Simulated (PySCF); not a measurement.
# C$_{2}$H$_{10}$BNSi (SMILES CBNC[SiH3]): what the fields show

```yaml
atoms:
  - { symbol: C, position_ang: [2.5665, 0.6125, -0.2963] }
  - { symbol: B, position_ang: [1.3469, -0.2908, 0.1661] }
  - { symbol: N, position_ang: [0.1076, 0.2742, 0.3787] }
  - { symbol: C, position_ang: [-1.1190, -0.3925, 0.7734] }
  - { symbol: Si, position_ang: [-2.4201, -0.3101, -0.6235] }
  - { symbol: H, position_ang: [3.3697, 0.5886, 0.4387] }
  - { symbol: H, position_ang: [2.2985, 1.6560, -0.4516] }
  - { symbol: H, position_ang: [2.9971, 0.2422, -1.2253] }
  - { symbol: H, position_ang: [1.4754, -1.4450, 0.3457] }
  - { symbol: H, position_ang: [-0.0336, 1.2636, 0.2286] }
  - { symbol: H, position_ang: [-1.5029, 0.0615, 1.6951] }
  - { symbol: H, position_ang: [-0.8761, -1.4297, 1.0083] }
  - { symbol: H, position_ang: [-1.8703, -0.9459, -1.8189] }
  - { symbol: H, position_ang: [-3.6454, -0.9796, -0.1856] }
  - { symbol: H, position_ang: [-2.6988, 1.1031, -0.9013] }
```

Geometry: GFN2-xTB.

Computed with PySCF, PBE0/pcSseg-1, SCF density, gas phase, non-relativistic.

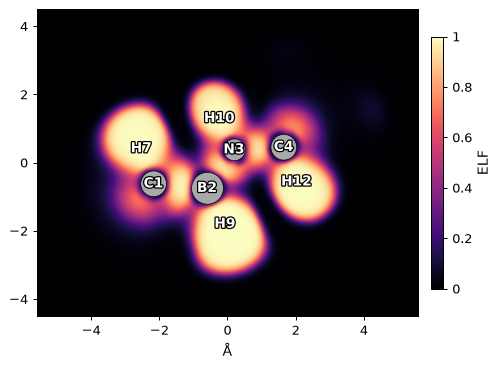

Figure 1. Electron localisation function on the plane of atoms B2, C1 and H7. Grey discs cover the atomic cores.

**Describe what can be read from this map.**

Atoms in the plane: C, B, N and H. B–N (1.38 Å): the ELF peaks at about 0.95 between the atoms: a short, strongly polar bond. C–N (1.45 Å): the ELF peaks at about 0.95 between the atoms: localised, covalent bonding. C–B (1.59 Å): the ELF peaks at about 1 between the atoms (a shared electron pair). N–H (1.01 Å): the ELF climbs to about 1 towards the hydrogen, as it does in any bond to H (an ordinary covalent bond to hydrogen). C–H (1.09 Å): the ELF climbs to about 1 towards the hydrogen; an ordinary covalent bond to hydrogen.

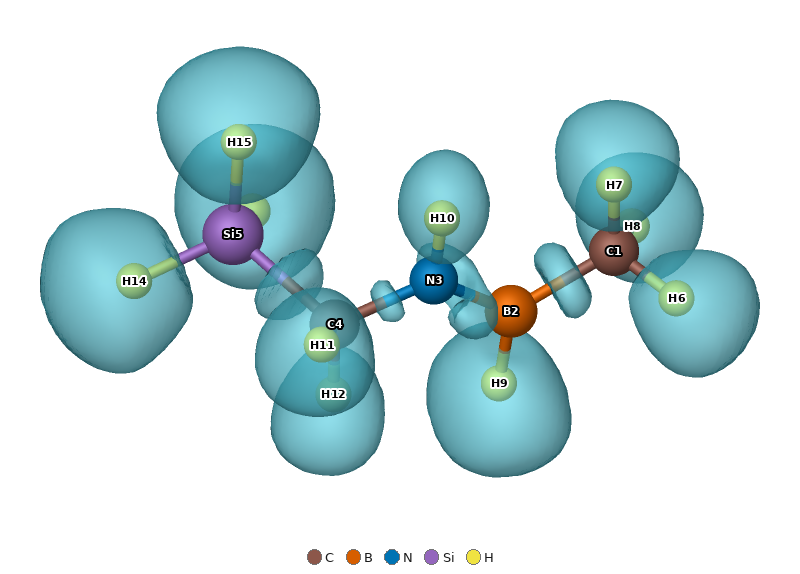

Figure 2. Isosurface of the ELF at 0.85 (cyan), seen across its widest extent. Only the valence region is drawn (cores and ρ < 0.01 e/Å³ removed).

**Where are the electrons localised?**

At this value the surface marks out one region between bonded B–C atoms (shared pairs), one region between bonded B–N atoms (shared pairs), one region between bonded C–N atoms (shared pairs), one region between bonded C–Si atoms (shared pairs) and ten regions around hydrogen nuclei.

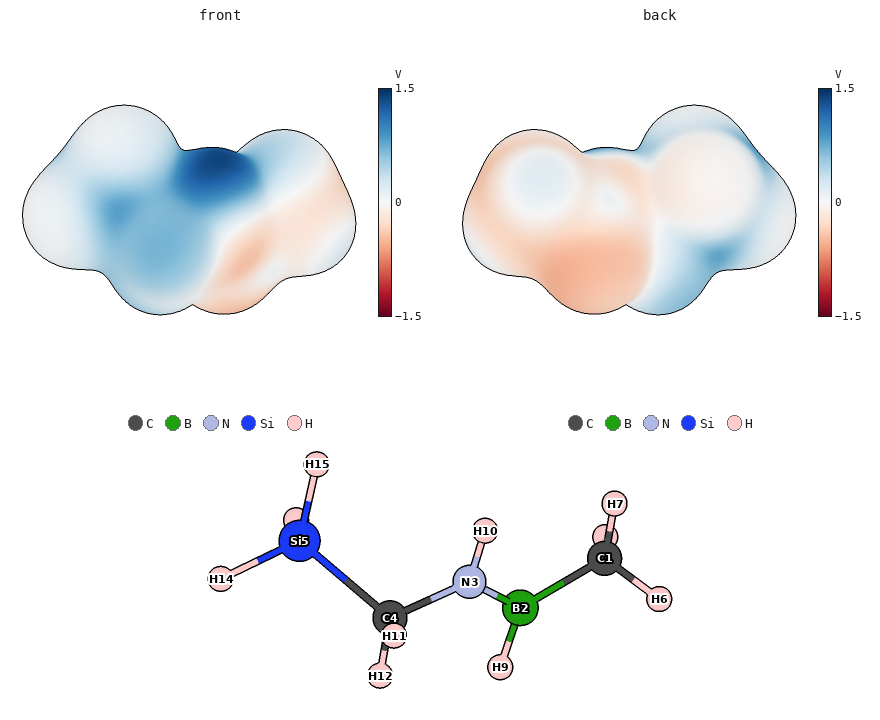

Figure 3. The molecular electrostatic potential painted on the density surface at 0.001 e/bohr³, seen from the front and from behind; the colour scale runs from red (negative) to blue (positive). The bare structure is drawn below in the same view.

**Where is the surface potential most negative and most positive?**

The most negative region (about −0.5 V) lies over H9, the most positive (about +1.3 V) over H10.

**How polar is the molecule by this calculation?**

Its dipole moment is 1.47 D.
